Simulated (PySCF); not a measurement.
**Atomic calculation, with input and output: Mg⁵⁺**

Mg⁵⁺, configuration 1s2 2s2 2p3, multiplicity 4. Computed at this level: unrestricted HF, pcseg-2, non-relativistic, point nucleus (PySCF).

Input file:
```python
from pyscf import gto, scf, dft, mp, cc
import basis_set_exchange as bse
mol = gto.M(atom="Mg 0 0 0", charge=5, spin=3, symmetry="D2h",
            basis=gto.basis.parse(bse.get_basis("pcseg-2", elements=["Mg"], fmt="nwchem", header=False)))
mf = scf.UHF(mol)
mf.irrep_nelec = {'Ag': (2, 2), 'B1u': (1, 0), 'B2u': (1, 0), 'B3u': (1, 0)}
mf.kernel()
```

The script is an equivalent of what the driver set up; the driver started from orbitals of its own, so the log can be shorter than this script's would be, and it computed the properties (radii, ⟨L²⟩, response) afterwards. It held the occupations shell by shell, which the script's counts by irreducible representation don't always enforce.

The run was one of a batch that the task file lists, launched with:
```bash
OMP_NUM_THREADS=1 python <driver script> TASK.json OUT
```

Log (extracts):
```
damping factor = 0
level_shift factor = 0
DIIS = <class 'pyscf.scf.diis.CDIIS'>
diis_start_cycle = 1
diis_space = 10
diis_damp = 0
SCF conv_tol = 1e-09
SCF conv_tol_grad = None
number electrons alpha = 5  beta = 2
cycle= 1 E= -186.436658854102  delta_E= -2.13e-12  |g|= 4.21e-07  |ddm|= 1.19e-06
converged SCF energy = -186.436658854102  <S^2> = 3.7504976  2S+1 = 4.0002488
```

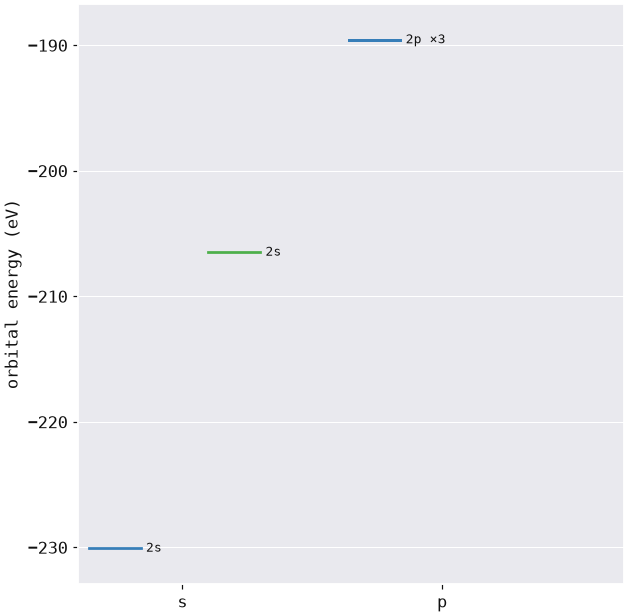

Orbital energies of the mean field, from the top down to −230.1 eV, by angular momentum, α spin at the left of each column and β at the right; ×n counts the orbitals under one label. The highest filled orbital is 2p α at −189.6 eV, the lowest empty one p β at −144.3 eV.

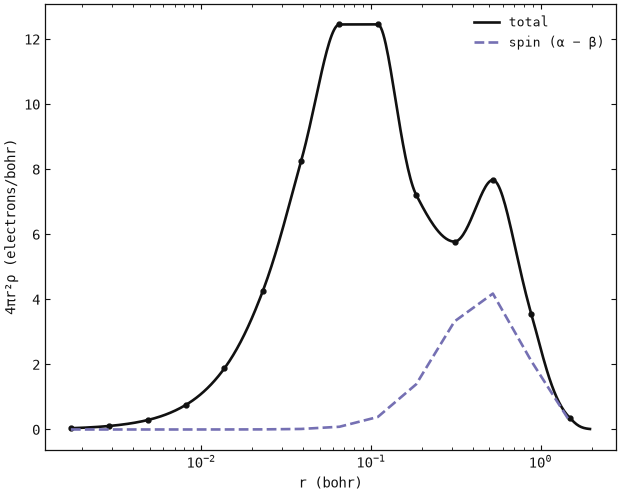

Spherically averaged radial density 4πr²ρ of the mean field and its spin part; markers are the stored points, which are sparse, and the line is a monotone interpolation between them. The largest stored value is 12.5 electrons/bohr at r = 0.11 bohr. Root-mean-square radii of the shells: 1s 0.151, 2s 0.695, 2p 0.756 bohr.

Outcome:

```tsv
quantity	value
outcome	converged
total energy	−186.436659 hartree
kinetic energy	180.198031 hartree
−E/T (1 by the virial theorem at the basis-set limit)	1.0346
⟨S²⟩	3.750
SCF iterations	1
hardware	1 thread of Arm Neoverse V1, 23 GiB of memory available, shared host
```

What is odd here:

One thing in this input was made odd on purpose: basis of the neutral atom used for a highly charged ion. The program ran to the end. Its numbers are those of this setting; this run alone doesn't show how far the oddity moves them.
